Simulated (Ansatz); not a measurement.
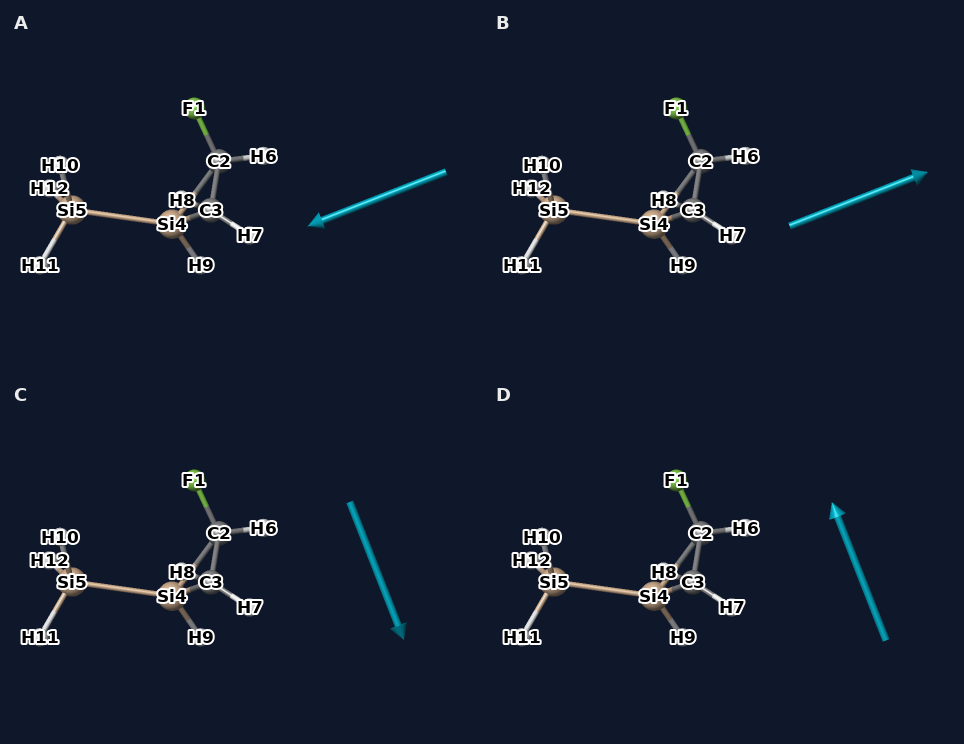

The same molecule four times, each with an arrow. Computed geometry: PBE-D4/def2-SVP optimisation. No frequency run is at hand to confirm it as a minimum. Method: RKS PBE-D4/def2-SVP (Ansatz 0.2.0).

> Which arrow points along the dipole moment, from the negative to the positive end?

C. The dipole moment is 1.33 D; it points from the side of F1, H10 to the side of H9 (the outermost atoms at the two ends).
